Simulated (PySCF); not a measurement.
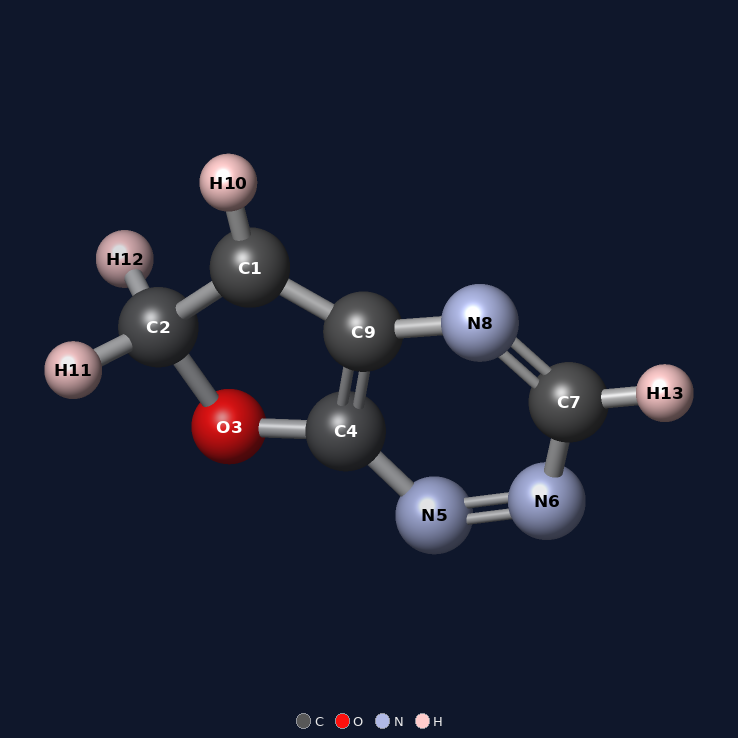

State: neutral, doublet. The computed structure is the end point of a GFN2-xTB optimisation. No frequency run is at hand to confirm it as a minimum. Method: UKS B3LYP, pcH-1 on C H N O, non-relativistic (PySCF 2.14.0). Fermi-contact and spin-dipolar terms alone, no spin-orbit part.

Which nucleus has the largest dipolar (anisotropic) hyperfine coupling?

Answer. 13C at C1: principal values −45.8, −45.2, 91.0 MHz.

List the isotropic and dipolar parts for the most strongly coupled nuclei, one of each equivalent set. Atoms whose distances differ by more than 0.02 Å in this geometry are listed apart.

| atom | isotope | a_iso (MHz) | dipolar part (MHz) |
| --- | --- | --- | --- |
| C1 | 13C | 47.6 | −45.8, −45.2, 91.0 |
| N6 | 14N | 12.8 | −14.3, −13.5, 27.9 |
| N8 | 14N | 9.0 | −11.5, −11.1, 22.6 |
| H10 | 1H | −36.9 | −21.0, −1.2, 22.2 |
| C9 | 13C | −38.3 | −21.0, 7.7, 13.3 |
| C4 | 13C | 8.9 | −11.1, −8.6, 19.7 |
| O3 | 17O | −4.8 | −15.9, 7.5, 8.5 |
| C7 | 13C | −19.0 | −14.6, 5.0, 9.6 |
